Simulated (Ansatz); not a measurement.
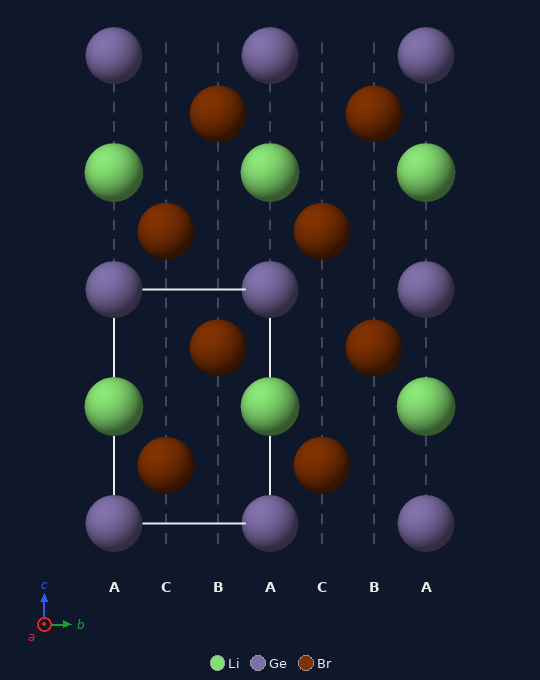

The picture looks along a close-packed row of the hexagonal mesh; c points upwards. The dashed lines mark the three columns A (0, 0), B (1/3, 2/3) and C (2/3, 1/3). The sequence starts with the first layer at or above the cell's origin.

The compound is LiGeBr₂, taken as coordinates from a relaxation with DFT PBE, scalar-relativistic, plane waves, PAW (Ansatz 0.2.0); the starting structure was generated, so it need not be a known form of this composition.

Q: Read off the stacking sequence over one period.

A: Ge(A) – Br(C) – Li(A) – Br(B) (four layers in 5.86 Å).

Q: How are the Br layers alone stacked?

A: Br layers alone: CB, the hexagonal close-packed type.

Q: Which positions between or in the Br layers do the other atoms fill?

A: Li: one octahedral site; Ge: one octahedral site in each hexagonal cell.

Q: What short polytype symbol fits?

A: Polytype symbol O1, Delmas's symbol (site of Li and number of slabs in the repeat).

Heights of the layers:

```tsv
layer	atoms (column)	height (Å)	to next (Å)
1	Ge(A)	0.00	1.46
2	Br(C)	1.46	1.47
3	Li(A)	2.93	1.47
4	Br(B)	4.40	1.46
```
